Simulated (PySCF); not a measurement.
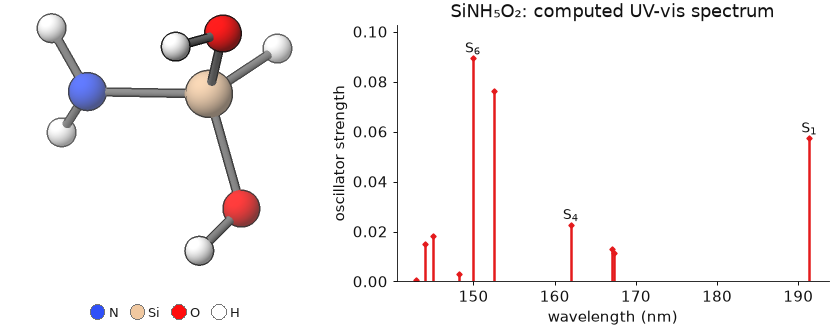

Computed absorption of SiNH₅O₂, SMILES N[SiH](O)O. Vertical TDDFT excitations, PBE0/def2-TZVPD in PySCF, at a PBE0-D3(BJ)/def2-SVP geometry (no frequency check), gas phase. The lowest 10 singlet states are shown.

> Which of the computed transitions is the brightest, and what character does the calculation give it?

S6 at 8.27 eV (150 nm), f = 0.089, mainly HOMO → LUMO+3 (96 %).

> Where is the lowest singlet, and is it bright?

S1 lies at 6.48 eV (191 nm) with f = 0.057, mainly HOMO → LUMO (93 %); it is bright.

> List the transitions behind the spectrum.

```
state  E (eV)  λ (nm)      f          main character
   S1    6.48     191  0.057      HOMO → LUMO (93 %)
   S2    7.41     167  0.011    HOMO → LUMO+1 (68 %)
   S3    7.42     167  0.013    HOMO → LUMO+2 (68 %)
   S4    7.65     162  0.023    HOMO−1 → LUMO (93 %)
   S5    8.13     153  0.076    HOMO−2 → LUMO (79 %)
   S6    8.27     150  0.089    HOMO → LUMO+3 (96 %)
   S7    8.36     148  0.003    HOMO → LUMO+5 (80 %)
   S8    8.55     145  0.018  HOMO−1 → LUMO+1 (57 %)
   S9    8.61     144  0.015    HOMO → LUMO+4 (73 %)
  S10    8.67     143  0.001  HOMO−1 → LUMO+2 (39 %)
```

Known limits of this run: states above the negative HOMO energy depend on the basis; core orbitals are frozen in the response.
